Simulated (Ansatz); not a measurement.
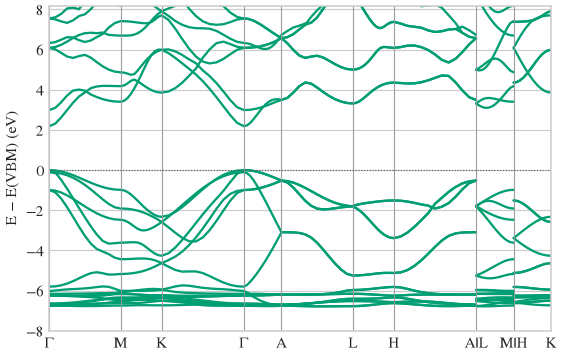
Figure: Band structure from the program Ansatz at the LDA level (PAW)

Question: Read off the gap and where the band edges lie.

Answer: About 2.2 eV (2.19 eV by a search for the band edges); maximum at Γ, minimum at Γ.

Question: Pick the material that matches.
A. ZnS, wurtzite
B. ZnO, wurtzite
C. BP, wurtzite
D. GaN, P6_3/mmc (Ga on 2d, N on 2b)

Answer: A, ZnS, wurtzite

Space group P6_3mc (wurtzite). The cell was relaxed with LDA under the symmetry of its start.

Potentials: the earlier of the program's two PAW sets. The files were generated under PBE; for other functionals the program regenerates the frozen cores, and for LDA and PBEsol the local potential too.
